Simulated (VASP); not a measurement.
# MgB2: cell size against the level of theory, part 3 of 3

Aim: relax MgB2 at several levels and hold each cell against experiment. LASPH is on for some levels and off for others; the table marks which. The start is a cell from a database of measured crystal structures.

VASP 6.6.1, plane waves and PAW; the level of theory is named at each step.

Still holding for the runs below: The k-mesh is coarse for a metal.

So far. Step 5 (Relaxation with r2SCAN): It ends at 9.520 Å³/atom, -1.6 % from the start, with 0.02 GPa left. The conventional cell has a = 3.063 and c = 3.515 Å. Step 6 (Relaxation with PBE + D3(BJ)): It ends at 9.288 Å³/atom, -4.0 % from the start, with 0.02 GPa left. The conventional cell has a = 3.044 and c = 3.473 Å. Against plain PBE, the dispersion term moves a by -0.9 % and c by -1.6 %.

### 7. Relaxation with r2SCAN + rVV10

This step: r2SCAN with rVV10; plane waves and PAW (Mg, B) (VASP 6.6.1).

LUSE_VDW switches on a nonlocal correlation term for dispersion.

INCAR

```
SYSTEM = MgB2
PREC = Accurate
ENCUT = 520
EDIFF = 1E-06
NELM = 100
ISMEAR = -1
SIGMA = 0.05
LREAL = .FALSE.
ALGO = Normal
METAGGA = R2SCAN
LUSE_VDW = .TRUE.
IVDW_NL = 2
BPARAM = 11.95
CPARAM = 0.0093
LASPH = .TRUE.
NBANDS = 10
LORBIT = 11
LWAVE = .FALSE.
LCHARG = .FALSE.
KPAR = 4
IBRION = 2
NSW = 60
ISIF = 3
EDIFFG = -0.01
```

POSCAR

```
MgB2
1.0
    3.0850000000      0.0000000000      0.0000000000
   -1.5425000000      2.6716883707      0.0000000000
    0.0000000000      0.0000000000      3.5230000000
Mg B
1 2
Direct
    0.0000000000      0.0000000000      0.0000000000
    0.3333333333      0.6666666667      0.5000000000
    0.6666666667      0.3333333333      0.5000000000
```

KPOINTS

```
Automatic mesh
0
Gamma
7 7 6
0 0 0
```

The projector-augmented-wave data sets are Mg and B (PBE family, release 64).

Run with:

```sh
mpirun -np 4 vasp_std
```

The program printed:

```text
[banner, memory and clock lines left out]
running    4 mpi-ranks, on    1 nodes
[...]
|                                                                             |
|               ----> ADVICE to this user running VASP <----                  |
|                                                                             |
|     You have switched on vdW-DFT.                                           |
|     This routine was written and supplied by Jiri Klimes. We recommend      |
|     that you carefully read and cite the following publications:            |
|       J. Klimes, D.R. Bowler, A. Michelides                                 |
|          J. Phys.: Cond Matt. 22 022201 (2010)                              |
|       J. Klimes, D.R. Bowler, A. Michelides                                 |
|          Phys. Rev. B. 83, 195131 (2011)                                    |
|     and references therein.                                                 |
|                                                                             |

[...]
Total rVV10 correction in eV:      0.1525659    11.5738520
Total rVV10 correction in eV:      0.1525659    11.5738520
Total rVV10 correction in eV:      0.1525659    11.5738520
DAV:  13    -0.192552055142E+02   -0.27509E-06   -0.42543E-07   440   0.513E-03
Total rVV10 correction in eV:      0.1525672    11.5738520
Total rVV10 correction in eV:      0.1525672    11.5738520
Total rVV10 correction in eV:      0.1525672    11.5738520
Total rVV10 correction in eV:      0.1525672    11.5738520
Total rVV10 correction in eV:      0.1525671    11.5738520
Total rVV10 correction in eV:      0.1525671    11.5738520
Total rVV10 correction in eV:      0.1525671    11.5738520
Total rVV10 correction in eV:      0.1525671    11.5738520
   1 F= -.19255206E+02 E0= -.19251460E+02  d E =-.192552E+02
[... from here on, the cycles between the ionic steps are left out ...]
   2 F= -.19259935E+02 E0= -.19256665E+02  d E =-.472958E-02
   3 F= -.19261095E+02 E0= -.19257663E+02  d E =-.588973E-02
   4 F= -.19261094E+02 E0= -.19257654E+02  d E =-.588830E-02
   5 F= -.19261109E+02 E0= -.19257645E+02  d E =-.150195E-04
 trial-energy change:   -0.000015  1 .order   -0.000015   -0.000023   -0.000006
 step:   1.2840(harm=  1.2840)  dis= 0.00000  next Energy=   -19.261110 (dE=-0.159E-04)
 reached required accuracy - stopping structural energy minimisation
```

Run time: 57 s. Hardware: 4 MPI ranks of AMD EPYC 9R45, shared host; peak memory 0.83 GiB.

From OUTCAR (step 7):

```text
  Total       -0.0080260     -0.0080260     -0.0142335      0.0000000     -0.0000000      0.0000000
  in kB       -0.4513001     -0.4513001     -0.8003439      0.0000000     -0.0000000      0.0000000
  external PRESSURE =      -0.5676480 kB  Pullay stress =       0.0000000 kB

 POSITION                                       TOTAL-FORCE (eV/Angst)
 -----------------------------------------------------------------------------------
      1.53107      2.65189      0.00000         0.000000      0.000000      0.000000
     -0.00000      1.76792      1.75443         0.000000      0.000000     -0.000000
      1.53107      0.88396      1.75443        -0.000000     -0.000000      0.000000
 -----------------------------------------------------------------------------------
    total drift:                               -0.000000      0.000000      0.000000

  FREE ENERGIE OF THE ION-ELECTRON SYSTEM (eV)
  ---------------------------------------------------
  free  energy   TOTEN  =       -19.2611088293 eV

  energy  without entropy=      -19.2541802462  energy(sigma->0) =      -19.25764454

[... 2 parts as in an earlier step ...]

[... 2 further parts left out ...]
[key lines of the parts left out:]
E-fermi :   5.2317
```

It ends at 9.498 Å³/atom, -1.9 % from the start, with -0.06 GPa left. The conventional cell has a = 3.062 and c = 3.509 Å. Against plain r2SCAN, the dispersion term moves a by -0.0 % and c by -0.2 %.

### 8. Relaxation with PBE + D4

This step: PBE with D4; plane waves and PAW (Mg, B) (VASP 6.6.1).

D4 lets the coefficients depend on atomic charges too.

Changes to INCAR since step 7:

```diff
@@ -9,8 +9,4 @@
 ALGO = Normal
-METAGGA = R2SCAN
-LUSE_VDW = .TRUE.
-IVDW_NL = 2
-BPARAM = 11.95
-CPARAM = 0.0093
-LASPH = .TRUE.
+GGA = PE
+IVDW = 13
 NBANDS = 10
```

POSCAR is that of step 7.

KPOINTS is that of step 7.

Run with:

```sh
mpirun -np 4 vasp_std
```

The program printed:

```text
[... set-up lines as in an earlier step ...]
 entering main loop
       N       E                     dE             d eps       ncg     rms          rms(c)
[... 12 cycles as in an earlier step ...]
   1 F= -.15978199E+02 E0= -.15974541E+02  d E =-.159782E+02
[...]
2 F= -.15992656E+02 E0= -.15989487E+02  d E =-.144570E-01
[...]
3 F= -.15995032E+02 E0= -.15991708E+02  d E =-.168332E-01
[...]
4 F= -.15995517E+02 E0= -.15992113E+02  d E =-.485350E-03
[...]
5 F= -.15995571E+02 E0= -.15992150E+02  d E =-.539683E-03
[...]
reached required accuracy - stopping structural energy minimisation
```

Wall time 9.4 s (4 MPI ranks); peak memory 0.53 GiB; 36 s of CPU time.

From OUTCAR (step 8):

```text
  Edisp (eV):   -0.67629

  Total       0.00237     0.00237     0.00723     0.00000     0.00000     0.00000
  in kB       0.13539     0.13539     0.41386     0.00000     0.00000     0.00000
  external pressure =        0.23 kB  Pullay stress =        0.00 kB

 POSITION                                       TOTAL-FORCE (eV/Angst)
 -----------------------------------------------------------------------------------
     -0.00000      0.00000      3.47302         0.000000     -0.000000      0.000000
     -0.00000      1.76156      1.73651        -0.000000      0.000000      0.000000
      1.52555      0.88078      1.73651         0.000000     -0.000000     -0.000000
 -----------------------------------------------------------------------------------
    total drift:                                0.000000     -0.000000     -0.000000

  FREE ENERGIE OF THE ION-ELECTRON SYSTEM (eV)
  ---------------------------------------------------
  free  energy   TOTEN  =       -15.9955714778 eV

  energy  without entropy=      -15.9887285983  energy(sigma->0) =      -15.99215004

[... 2 parts as in an earlier step ...]

[... 2 further parts left out ...]
[key lines of the parts left out:]
E-fermi :   5.3588
```

It ends at 9.333 Å³/atom, -3.6 % from the start, with 0.02 GPa left. The conventional cell has a = 3.051 and c = 3.473 Å. Against plain PBE, the dispersion term moves a by -0.6 % and c by -1.6 %.

### 9. Relaxation with vdW-DF-cx

This step: vdW-DF-cx; plane waves and PAW (Mg, B) (VASP 6.6.1).

vdW-DF-cx takes its exchange from the same plasmon model as its correlation.

Changes to INCAR since step 8:

```diff
@@ -9,4 +9,6 @@
 ALGO = Normal
-GGA = PE
-IVDW = 13
+GGA = CX
+AGGAC = 0
+LUSE_VDW = .TRUE.
+LASPH = .TRUE.
 NBANDS = 10
```

POSCAR is that of step 8.

KPOINTS is that of step 8.

Run with:

```sh
mpirun -np 4 vasp_std
```

The program printed:

```text
[banner, memory and clock lines left out]
running    4 mpi-ranks, on    1 nodes
[...]
[... a notice as in an earlier step ...]

 [... a notice as in an earlier step ...]

 LDA part: xc-table for (Slater+PW92), standard interpolation
 POSCAR, INCAR and KPOINTS ok, starting setup
[...]
entering main loop
       N       E                     dE             d eps       ncg     rms          rms(c)
DAV:   1     0.469719967137E+01    0.46972E+01   -0.38301E+03   712   0.668E+02
DAV:   2    -0.140138859941E+02   -0.18711E+02   -0.17335E+02   874   0.104E+02
DAV:   3    -0.144427663852E+02   -0.42888E+00   -0.42169E+00   830   0.135E+01
DAV:   4    -0.144438857576E+02   -0.11194E-02   -0.11193E-02   822   0.731E-01
[...]
DAV:  10    -0.129447362960E+02    0.67077E-04   -0.14074E-03   808   0.216E-01    0.299E-02
DAV:  11    -0.129447078927E+02    0.28403E-04   -0.13346E-04   722   0.665E-02    0.243E-03
DAV:  12    -0.129447080505E+02   -0.15774E-06   -0.19890E-06   740   0.100E-02
   1 F= -.12944708E+02 E0= -.12941072E+02  d E =-.129447E+02
[...]
N       E                     dE             d eps       ncg     rms          rms(c)
DAV:   1    -0.129458472666E+02   -0.11394E-02   -0.20349E-02   708   0.141E+00    0.910E-02
DAV:   2    -0.129456966702E+02    0.15060E-03   -0.27117E-04   696   0.106E-01    0.479E-02
DAV:   3    -0.129456634306E+02    0.33240E-04   -0.94427E-05   738   0.585E-02    0.113E-02
DAV:   4    -0.129456633673E+02    0.63328E-07   -0.61254E-06   726   0.150E-02
   2 F= -.12945663E+02 E0= -.12942138E+02  d E =-.955317E-03
 trial-energy change:   -0.000955  1 .order   -0.000939   -0.003140    0.001263
 step:   0.7178(harm=  0.7132)  dis= 0.00000  next Energy=   -12.945841 (dE=-0.113E-02)
[...]
N       E                     dE             d eps       ncg     rms          rms(c)
DAV:   1    -0.129458597660E+02   -0.19634E-03   -0.16166E-03   706   0.395E-01    0.258E-02
DAV:   2    -0.129458462646E+02    0.13501E-04   -0.21616E-05   694   0.298E-02    0.136E-02
DAV:   3    -0.129458418239E+02    0.44407E-05   -0.74835E-06   730   0.164E-02    0.319E-03
DAV:   4    -0.129458411509E+02    0.67291E-06   -0.46780E-07   336   0.418E-03
   3 F= -.12945841E+02 E0= -.12942278E+02  d E =-.113310E-02
[...]
reached required accuracy - stopping structural energy minimisation
```

Run time: 26 s. Hardware: 4 MPI ranks; peak memory 1.1 GiB; 1.7 min of CPU time.

From OUTCAR (step 9):

```text
  Total        0.0038101      0.0038101     -0.0116339      0.0000000     -0.0000000     -0.0000000
  in kB        0.2120185      0.2120185     -0.6473890      0.0000000     -0.0000000     -0.0000000
  external PRESSURE =      -0.0744507 kB  Pullay stress =       0.0000000 kB

 POSITION                                       TOTAL-FORCE (eV/Angst)
 -----------------------------------------------------------------------------------
      0.00000      0.00000      0.00000        -0.000000     -0.000000      0.000000
     -0.00000      1.77504      1.75863        -0.000000      0.000000     -0.000000
      1.53723      0.88752      1.75863         0.000000     -0.000000      0.000000
 -----------------------------------------------------------------------------------
    total drift:                                0.000000     -0.000000      0.000000

  FREE ENERGIE OF THE ION-ELECTRON SYSTEM (eV)
  ---------------------------------------------------
  free  energy   TOTEN  =       -12.9458411509 eV

  energy  without entropy=      -12.9387143341  energy(sigma->0) =      -12.94227774

[... 2 parts as in an earlier step ...]

[... 2 further parts left out ...]
[key lines of the parts left out:]
E-fermi :   5.1876
```

It ends at 9.597 Å³/atom, -0.8 % from the start, with -0.01 GPa left. The conventional cell has a = 3.074 and c = 3.517 Å.

### 10. The cells as a table

This step: relaxed cells at several levels; plane waves and PAW (VASP 6.6.1).

No new run; the numbers come from the runs before.

Lengths are those of the conventional cell; cost is the wall time of each run, as given at its step, times its ranks, without the set-up around it; LASPH differs between rows, which moves results and costs too. Results by level, by row:

```csv
level,volume (Å³/atom),change from the start (%),a (Å),c (Å),cost (core minutes),LASPH
LDA,9.23,-4.6,3.037,3.467,0.293,off
PBEsol,9.49,-2,3.061,3.507,0.333,off
PBE,9.6,-0.8,3.071,3.529,0.293,off
r2SCAN,9.52,-1.6,3.063,3.515,1.25,on
PBE + D3(BJ),9.29,-4,3.044,3.473,0.36,off
r2SCAN + rVV10,9.5,-1.9,3.062,3.509,3.8,on
PBE + D4,9.33,-3.6,3.051,3.473,0.627,off
vdW-DF-cx,9.6,-0.8,3.074,3.517,1.73,on
```

### 11. What came out

```yaml
volume_lda: 9.231 Å³/atom
volume_pbesol: 9.487 Å³/atom
volume_pbe: 9.604 Å³/atom
volume_r2scan: 9.520 Å³/atom
volume_pbe_d3_bj: 9.288 Å³/atom
volume_r2scan_rvv10: 9.498 Å³/atom
volume_pbe_d4: 9.333 Å³/atom
volume_vdw_df_cx: 9.597 Å³/atom
```

For MgB2 the levels give volumes between 9.231 Å³/atom (LDA) and 9.604 Å³/atom (PBE), a spread of 4.0 %, while the cost of the finished runs spans a factor of 13. Within 1 % of experiment on every length: PBEsol, PBE, r2SCAN, r2SCAN + rVV10 and vdW-DF-cx. The nearest, vdW-DF-cx, took 5.9 times the core time of PBE and lowers the largest miss from 0.50 to 0.37 %. Thermal and zero-point expansion, often some tenths of a per cent in length, bear on this order: with the measured lengths lowered by an assumed 0.4 % the nearest is still vdW-DF-cx. The costs hold the number of ionic steps as well as the price of the functional. The closing table has room for seven levels; PBE + D4 stands in the table of levels alone. Adding D3(BJ) to PBE changes the volume by -3.3 % (a by -0.9 % and c by -1.6 %). Adding rVV10 to r2SCAN changes the volume by -0.2 % (a by -0.0 % and c by -0.2 %). Adding D4 to PBE changes the volume by -2.8 % (a by -0.6 % and c by -1.6 %). Pairwise corrections of the D and TS kind ignore the screening in a metal, so they may overbind here. Within 0.02 Å all end in space group P6/mmm; the runs can't lower the symmetry of the start. The k-sampling is coarse for a metal, so the Fermi level, pressures and the shape of the cell carry errors. LASPH is on for some levels and off for others, so differences between them are not the functional's alone. Each is a single relaxation on the plane waves of the start cell, so larger changes of volume carry a basis-set error that was not tested here.

Computed beside measured:

```
              quantity  measured             LDA          PBEsol             PBE          r2SCAN    PBE + D3(BJ)  r2SCAN + rVV10       vdW-DF-cx
lattice constant a (Å)     3.086  3.037 (-1.6 %)  3.061 (-0.8 %)  3.071 (-0.5 %)  3.063 (-0.7 %)  3.044 (-1.4 %)  3.062 (-0.8 %)  3.074 (-0.4 %)
lattice constant c (Å)     3.524  3.467 (-1.6 %)  3.507 (-0.5 %)  3.529 (+0.1 %)  3.515 (-0.3 %)  3.473 (-1.4 %)  3.509 (-0.4 %)  3.517 (-0.2 %)
```

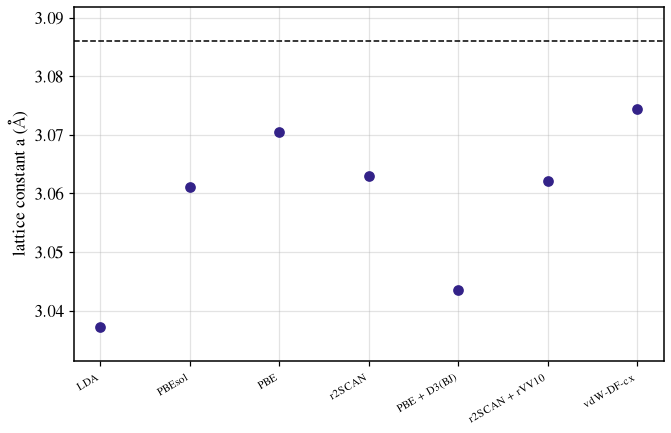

The lattice constant a by level; the dashed line is the measured value.

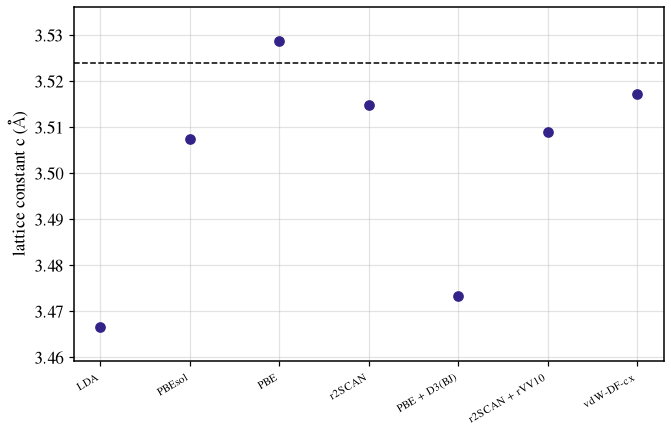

The lattice constant c by level; the dashed line is the measured value.

Measured values from arxiv:cond-mat/0103164 (2001).

How well it matches: For the lattice constant a, of the levels listed nearest comes vdW-DF-cx (-0.4 %, good agreement) and farthest LDA (-1.6 %, a clear miss). For the lattice constant c, of the levels listed nearest comes PBE (+0.1 %, good agreement) and farthest LDA (-1.6 %, fair agreement). The grades are ours: good and fair within 0.7 and 1.5 % for the lattice constant a and 0.8 and 2 % for the lattice constant c. Zero-point motion and thermal expansion are not in the computed lattice constants.

[Lines on the potential files, build, host, timing and source positions are cut from VASP's logs without a mark.]

[Logs are printed without paths, hosts, clocks, repeated set-up lines and the standing remarks that a program may print on its own settings, such as how far it seeks lower states.]

[Hosts, paths, dates, database ids (printed as entryN), source tags and the programs' standing remarks are cut or masked in the printed files.]

[A measured line is paired with the nearest computed mode of its activity, which favours agreement.]
